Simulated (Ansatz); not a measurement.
# BCCD(T)/def2-SVP run of CrO3 (SMILES [O]=[Cr](=[O])=[O])

What is the vertical ionisation energy of CrO3 at BCCD(T)/def2-SVP? 

The calculation is run with Ansatz 0.2.0.

1 further run of the same task is left out (it didn't finish).

**1. The system as given**

CrO3 has 4 atoms, charge 0, and is taken as a singlet. SMILES: `[O]=[Cr](=[O])=[O]`. The coordinates come from a PBE0-D4/def2-TZVP relaxation.

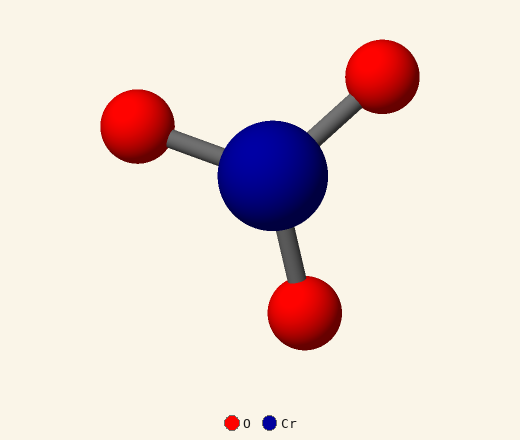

The structure, seen from a chosen angle (oxygen red, chromium blue).

**2. The energy at BCCD(T)/def2-SVP**

Input file run.yaml:

```yaml
crystal:
  periodic: [false, false, false]
  atoms:
    - {symbol: O, position_ang: [-1.163680, -0.584640, 0.796540]}
    - {symbol: Cr, position_ang: [0.035750, 0.194420, 0.166920]}
    - {symbol: O, position_ang: [1.408990, -0.550380, 0.205610]}
    - {symbol: O, position_ang: [-0.281060, 0.940610, -1.169070]}
basis:
  gaussian:
    orbitals: def2-SVP
correlation:
  method: bccd_t
  frozen_orbitals: {Cr: 5, O: 1}
accuracy: high
scf:
  omitted_lower_state_checks: [cluster_reference, increment]
```

Run with:

```console
ansatz run run.yaml --threads 1 --pin off --max-ram 3480MiB --events-out events.jsonl --progress --plain --runs-dir runs
```

The program printed, cut to the lines that bear on the results:

```text
Warning: RAYON_NUM_THREADS=1 ignored (pool sized by the plan → 1); use --threads N
Functional definition: HF
  name "HF"
[...]
1641 factors; integrals over basis functions are off by at most 4.0e-9 eV
[...]
mean field -34482.29671311 eV, -1267.2010312666 hartree, gradient 2.3e-8 eV, S^2 0.000000; 0 other end points of the search recorded, 0 dependent functions left out; unrestricted orbitals would lower it
8 core orbitals not correlated: weight in the atoms' cores, before any rotation towards them, 1.000 or more for the frozen orbitals, at most 0.000 for the correlated occupied ones
reference -34482.29671311 eV, -1267.2010312666 hartree; 16, 16 occupied and 49, 49 virtual orbitals, 1641 factors
second order -35.61466453 eV of doubles, -0.00000000 eV of singles
cycle   1  -16.15776428 eV  change     1.9e1 eV  update   6.1e-1
[...]
cycle  38  -29.16730038 eV  change    2.7e-9 eV  update   2.7e-9
perturbative correction -3.67203576 eV, -0.1349448253 hartree
Total energy: -34515.13604926 eV, -1268.4078546107 hartree
Checks for a lower state left out: cluster_reference, increment
```

It took 28 s on 1 thread of Arm Neoverse V1, shared host; peak memory 0.45 GiB.

**3. The doublet cation, same level**

Input file molecule.yaml:

```yaml
basis:
  gaussian:
    orbitals: def2-SVP
crystal:
  periodic: [false, false, false]
  atoms:
    - symbol: O
      position_ang: [-1.163680, -0.584640, 0.796540]
    - symbol: Cr
      position_ang: [0.035750, 0.194420, 0.166920]
    - symbol: O
      position_ang: [1.408990, -0.550380, 0.205610]
    - symbol: O
      position_ang: [-0.281060, 0.940610, -1.169070]
magnetization:
  spin_polarized: true
  initial_magnetization: 1
correlation:
  method: bccd_t
  frozen_orbitals: {Cr: 5, O: 1}
total_charge: 1
accuracy: high
scf:
  omitted_lower_state_checks: [cluster_reference, increment]
```

Run with:

```console
ansatz run molecule.yaml --threads 1 --pin off --max-ram 3480MiB --events-out events.jsonl --progress --plain --runs-dir runs
```

The program printed, cut to the lines that bear on the results:

```text
Warning: RAYON_NUM_THREADS=1 ignored (pool sized by the plan → 1); use --threads N
[... 2 set-up lines as earlier in the session ...]
[...]
1641 factors; integrals over basis functions are off by at most 4.0e-9 eV
[...]
mean field -34476.42925979 eV, -1266.9854063341 hartree, gradient 6.2e-8 eV, S^2 3.163132; 25 other end points of the search recorded, 0 dependent functions left out
8 core orbitals not correlated: weight in the atoms' cores, before any rotation towards them, 1.000 or more for the frozen orbitals, at most 0.000 for the correlated occupied ones
reference -34476.42925979 eV, -1266.9854063341 hartree; 16, 15 occupied and 49, 50 virtual orbitals, 1641 factors
second order -21.01836021 eV of doubles, -0.00000000 eV of singles
cycle   1  -20.68683176 eV  change    3.3e-1 eV  update   2.7e-1
[...]
cycle 152  -23.57731359 eV  change    2.0e-9 eV  update   3.3e-9
perturbative correction -3.63219482 eV, -0.1334806975 hartree
Total energy: -34503.63876819 eV, -1267.9853373248 hartree
Checks for a lower state left out: cluster_reference, increment
```

It took 6.5 min on 1 thread of Arm Neoverse V1, shared host; peak memory 0.89 GiB.

**4. Outcome**

At BCCD(T)/def2-SVP, 8 core orbitals frozen:

```
                                                   quantity           value
                                 singlet CrO3: total energy  -1268.40785 Eh
  singlet CrO3: correlation energy (8 core orbitals frozen)     -1206.8 mEh
                               singlet CrO3: (T) correction     -134.94 mEh
                               doublet cation: total energy  -1267.98534 Eh
doublet cation: correlation energy (8 core orbitals frozen)      -999.9 mEh
                             doublet cation: (T) correction     -133.48 mEh
          doublet cation: ⟨S²⟩ of the reference determinant           3.163
         vertical ionisation energy (to the doublet cation)       11.497 eV
```

Removing an electron at fixed nuclei costs 11.50 eV (1109 kJ/mol). The restricted solution (singlet CrO3) is unstable to spin breaking: an unrestricted one lies lower. The triples (singlet CrO3) make up 11.2 % of the correlation energy. ⟨S²⟩ (doublet cation) is 3.16 where a pure doublet has 0.75: the reference is spin-contaminated. The triples (doublet cation) make up 13.3 % of the correlation energy.
